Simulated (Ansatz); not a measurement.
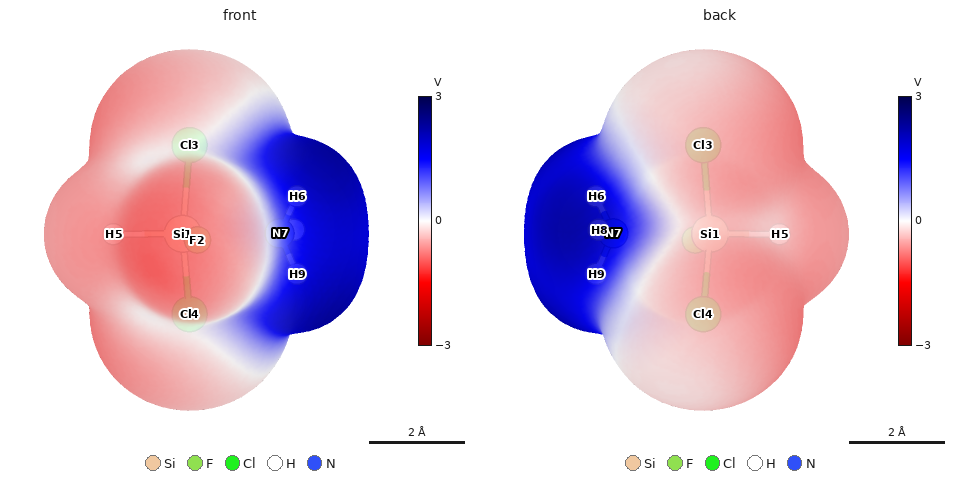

Figure 1: Cl2FHSi···NH3. The molecular electrostatic potential painted on the density surface at 0.001 e/bohr³, seen from the front and from behind; red is negative and blue positive.

The reactant side of a reaction path; geometry: PBE0-D4/def2-TZVP; a saddle point, not a minimum.

The calculation used Ansatz 0.2.0, RKS PBE0-D4/def2-TZVPP.

```xyz
9

Si   -0.2998    0.5064   -0.7316
F     0.7684    1.6074   -0.2235
Cl    0.3835   -1.1489   -1.8261
Cl   -2.1487    0.3513    0.2493
H    -0.8019    1.2675   -1.8947
H     1.4284   -0.6710    0.7910
N     0.4307   -0.5172    0.8991
H    -0.0297   -1.4162    0.9916
H     0.2692    0.0209    1.7448
```

Q: Describe the electrostatic potential map.

A: The most negative region (about −0.9 V) lies over F2, the most positive (about +2.3 V) over H6, H8 and H9.
